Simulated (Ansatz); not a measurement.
```xyz
3

Cu    0.5772    0.8849   -0.9192
Cu   -0.5477   -1.1520   -0.5780
Sn   -0.0295    0.2671    1.4972
```

Geometry: PBE-D4/def2-TZVP; core potentials replace the inner electrons of Sn.

Computed with UKS PBE0-D4/def2-TZVP in Ansatz 0.2.0.

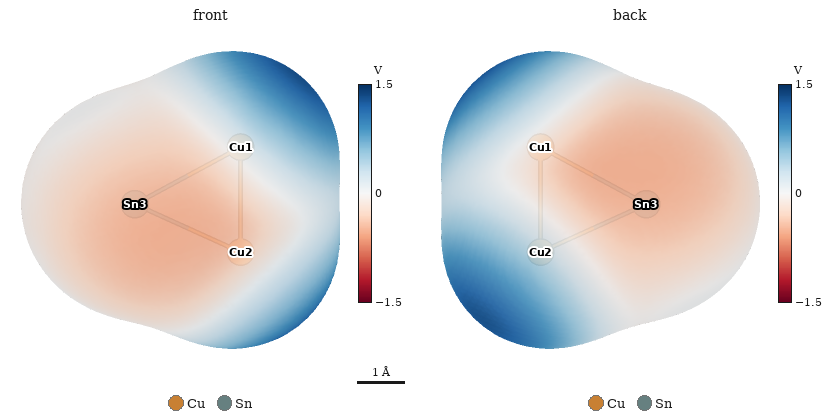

Cu2Sn (triplet). The molecular electrostatic potential painted on the density surface at 0.001 e/bohr³, seen from the front and from behind; the colour scale runs from red (negative) to blue (positive).

Question: Which sites attract a positive test charge, and which a negative one?

Answer: A positive charge is drawn to the negative regions and a negative charge to the positive ones. The most negative region (about −0.5 V) lies over Sn3, the most positive (about +1.3 V) over Cu1 and Cu2.
